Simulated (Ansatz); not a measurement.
# [NO2]− (nitrite): CAM-B3LYP/STO-3G

Aim: the energy change on altering one bond length of [NO2]− (nitrite) at CAM-B3LYP/STO-3G, from 2 runs. 

Program for the calculation: Ansatz 0.2.0.

13 further runs of the same task are left out: 11 that didn't finish, 2 set aside as unsound or not needed.

### Step 1. Starting point

[NO2]−: 3 atoms, total charge -1, spin state singlet. As SMILES, `O=N[O-]`. Geometry: relaxed at PBE0-D4/def2-TZVPD.

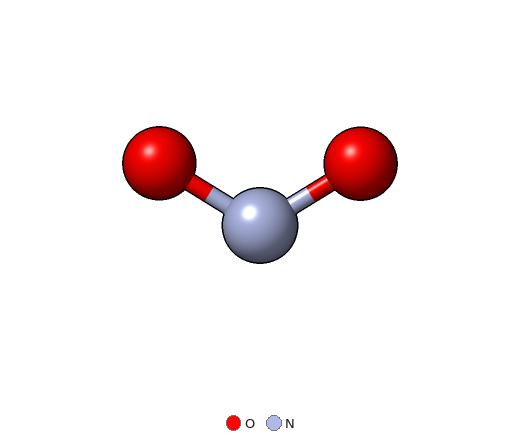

The structure, seen from a chosen angle (oxygen red, nitrogen light blue).

### Step 2. A single-point energy at CAM-B3LYP/STO-3G

run.yaml reads:

```yaml
crystal:
  periodic: [false, false, false]
  atoms:
    - {symbol: O, position_ang: [0.322840, 0.992650, 0.287620]}
    - {symbol: "N", position_ang: [0.325750, -0.245400, 0.151990]}
    - {symbol: O, position_ang: [-0.648590, -0.747260, -0.439610]}
basis:
  gaussian:
    orbitals: STO-3G
total_charge: -1
hamiltonian:
  xc: {name: CAM-B3LYP}
accuracy: high
```

Started as:

```bash
$ ansatz run run.yaml --threads 1 --pin off --max-ram 3480MiB --events-out events.jsonl --progress --plain --runs-dir runs
```

Standard output:

```text
Warning: RAYON_NUM_THREADS=1 ignored (pool sized by the plan → 1); use --threads N
Functional definition: CAM-B3LYP
  name "CAM-B3LYP"
  parameter alpha = 0.19
  parameter beta = 0.46
  parameter omega = 0.33/bohr
  parameter ac = 0.81
  exchange = (1 - alpha - beta)*b88_x + beta*b88_x_sr(omega) + alpha*exact_x + beta*exact_x_lr(omega)
  correlation = (1 - ac)*vwn5_c + ac*lyp_c
252 factors; integrals over basis functions are off by at most 3.8e-8 eV
125 factors; integrals over basis functions are off by at most 5.5e-10 eV
mean field evaluation 1: about -5495.5013 eV, gradient 2.9e1 eV
mean field evaluation 2: about -5495.7861 eV, gradient 2.9e1 eV
mean field evaluation 4: about -5497.8726 eV, gradient 7.9e-2 eV
mean field evaluation 8: about -5497.8739 eV, gradient 1.9e-3 eV
mean field evaluation 16: about -5497.8739 eV, gradient 3.1e-8 eV
mean field -5497.87393016 eV, -202.0431403406 hartree, gradient 3.0e-8 eV, S^2 0.000000; 0 other end points of the search recorded, 0 dependent functions left out
reference -5497.87393772 eV, -202.0431406185 hartree; 12, 12 occupied and 3, 3 virtual orbitals, 252 factors
Total energy: -5497.87393772 eV, -202.0431406185 hartree
```

Wall time 0.81 s (1 thread of Arm Neoverse V1, shared host).

### Step 3. The distorted shape, same level

molecule.yaml reads:

```yaml
crystal:
  periodic: [false, false, false]
  atoms:
    - {symbol: O, position_ang: [0.566397, 1.118101, 0.435503]}
    - {symbol: "N", position_ang: [0.569307, -0.119949, 0.299873]}
    - {symbol: O, position_ang: [-0.648590, -0.747260, -0.439610]}
basis:
  gaussian:
    orbitals: STO-3G
hamiltonian:
  xc: {name: CAM-B3LYP}
total_charge: -1
accuracy: high
```

Started as:

```bash
$ ansatz run molecule.yaml --threads 1 --pin off --max-ram 3480MiB --events-out events.jsonl --progress --plain --runs-dir runs
```

Standard output, shortened:

```text
Warning: RAYON_NUM_THREADS=1 ignored (pool sized by the plan → 1); use --threads N
[... 8 set-up lines as earlier in the session ...]
251 factors; integrals over basis functions are off by at most 4.2e-8 eV
127 factors; integrals over basis functions are off by at most 7.7e-10 eV
mean field evaluation 1: about -5491.7582 eV, gradient 3.8e1 eV
mean field evaluation 2: about -5453.5197 eV, gradient 1.1e2 eV
mean field evaluation 4: about -5497.4131 eV, gradient 4.9e0 eV
mean field evaluation 8: about -5497.4588 eV, gradient 2.0e-1 eV
mean field evaluation 16: about -5497.4589 eV, gradient 2.9e-6 eV
mean field -5497.45890055 eV, -202.0278882838 hartree, gradient 9.6e-8 eV, S^2 0.000000; 0 other end points of the search recorded, 0 dependent functions left out
reference -5497.45890848 eV, -202.0278885750 hartree; 12, 12 occupied and 3, 3 virtual orbitals, 251 factors
Total energy: -5497.45890848 eV, -202.0278885750 hartree
```

Wall time 0.75 s (1 thread of Arm Neoverse V1, shared host).

### Step 4. Results

At CAM-B3LYP/STO-3G:

| quantity | value |
| --- | --- |
| first shape: total energy | -202.04314 Eh |
| distorted shape: total energy | -202.02789 Eh |
| energy change with the N2–O3 bond stretched from 1.245 to 1.557 Å | 0.415 eV |

What this shows: With the N2–O3 bond stretched from 1.245 to 1.557 Å the energy rises by 0.42 eV (9.6 kcal/mol). The first shape isn't relaxed at this level, so the change isn't measured from a minimum. The minimal basis adds a large error of its own.
